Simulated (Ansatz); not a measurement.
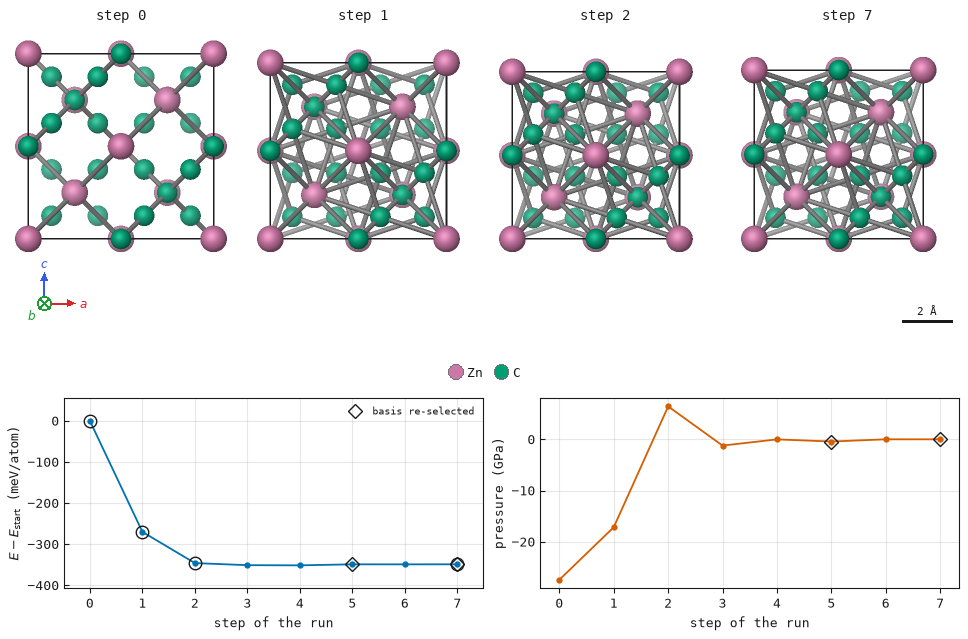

Frames of a relaxation of a crystal of ZnC$_{3}$ (a generated structure, set up in Fd-3m) (coarse preliminary run), marked on the history of the run. Style: ball-and-stick. Shown: the conventional cell (4 times the calculation's cell), along the b axis. Lengths and directions refer to the drawn axes.

Theory: DFT PBE, scalar-relativistic, plane waves, PAW (Ansatz).

The input:
```yaml
crystal:
  lattice:
    - [0.0, 3.7380455, 3.7380455]
    - [3.7380455, 0.0, 3.7380455]
    - [3.7380455, 3.7380455, 0.0]
  atoms:
    - { symbol: Zn, position: [0.0, 0.0, 0.0] }
    - { symbol: Zn, position: [0.25, 0.25, 0.25] }
    - { symbol: C, position: [0.625, 0.625, 0.625] }
    - { symbol: C, position: [0.625, 0.625, 0.125] }
    - { symbol: C, position: [0.625, 0.125, 0.625] }
    - { symbol: C, position: [0.125, 0.625, 0.625] }
    - { symbol: C, position: [0.75, 0.75, 0.75] }
    - { symbol: C, position: [0.5, 0.5, 0.5] }
basis:
  ecutwfc: 420
kpoints:
  mp_grid: { grid: [4, 4, 4] }
hamiltonian:
  xc: pbe
scf:
  occupations: { method: gaussian, width: 0.1 }
  lower_state_search: "off"
output:
  forces: true
  stress: true
  eigenvalues: true
relax:
  adjacent_minimum: "off"
  f_tol: 0.04
  max_steps: 70
  cell: { stress_tol: 0.4 }
```

Command:
```bash
ansatz run input.yaml --threads 1 --pin off --max-ram 2560MiB --backend cpu --events-out ev --progress --plain --runs-dir out
```

### What happens along the run?

The atoms keep their places relative to the cell (all moves are under 0.005 Å). The volume changes by −24.3 %, with a = b = c 7.476 → 6.815 Å (−8.8 %). Some distances before and after: Zn1–C7 3.237 → 2.951 Å, Zn1–Zn2 3.237 → 2.951 Å, Zn1–C3 3.099 → 2.825 Å, C3–C7 1.619 → 1.475 Å. The space group stays Fd-3m (No. 227). Over 5 accepted moves (7 points after the start) the energy falls by 349 meV per atom. All forces vanish by symmetry, so only the cell relaxes. Pressure: −27.42 GPa at the start and 0.00 GPa at the end. The SCF was repeated twice at an unchanged geometry on a basis and grid sized afresh for the cell, which shifted the energy by 2.5 meV per atom at most. The run took 16 s on 1 thread of Intel(R) Xeon(R) Processor @ 2.70GHz, on a shared host, peak memory 0.39 GiB. From step 0 to 1: volume −14.0 %, energy −270 meV per atom. From step 1 to 2: volume −14.6 %, energy −75.9 meV per atom. From step 2 to 7: volume +3.2 %, energy −2.9 meV per atom.

```json
{"step": "0", "E − E(0), meV/atom": "0.00", "pressure, GPa": "-27.42", "volume, Å³/atom": "13.058", "note": ""}
{"step": "1", "E − E(0), meV/atom": "-270.02", "pressure, GPa": "-17.15", "volume, Å³/atom": "11.224", "note": ""}
{"step": "2", "E − E(0), meV/atom": "-345.94", "pressure, GPa": "6.43", "volume, Å³/atom": "9.584", "note": ""}
{"step": "3", "E − E(0), meV/atom": "-350.99", "pressure, GPa": "-1.22", "volume, Å³/atom": "9.982", "note": ""}
{"step": "4", "E − E(0), meV/atom": "-351.44", "pressure, GPa": "-0.01", "volume, Å³/atom": "9.913", "note": ""}
{"step": "5", "E − E(0), meV/atom": "-348.93", "pressure, GPa": "-0.42", "volume, Å³/atom": "9.913", "note": "same geometry, new basis"}
{"step": "6", "E − E(0), meV/atom": "-349.02", "pressure, GPa": "0.01", "volume, Å³/atom": "9.889", "note": ""}
{"step": "7", "E − E(0), meV/atom": "-348.88", "pressure, GPa": "0.00", "volume, Å³/atom": "9.889", "note": "same geometry, new basis"}
```
